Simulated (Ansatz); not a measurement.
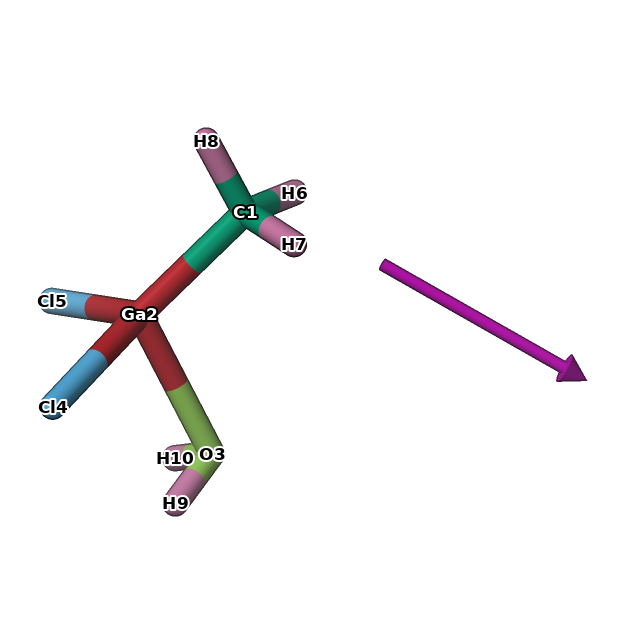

The arrow beside the molecule shows the direction of the dipole moment, from the negative to the positive end (its length means nothing). Computed geometry: PBE-D4/def2-SVP optimisation. No frequency run is at hand to confirm it as a minimum. Properties computed with RKS PBE-D4/def2-SVP (Ansatz 0.2.0).

Question: Estimate the dipole moment.

Answer: 2.80 D; it points from the side of Cl4, Cl5, H8 to the side of O3 (the outermost atoms at the two ends).
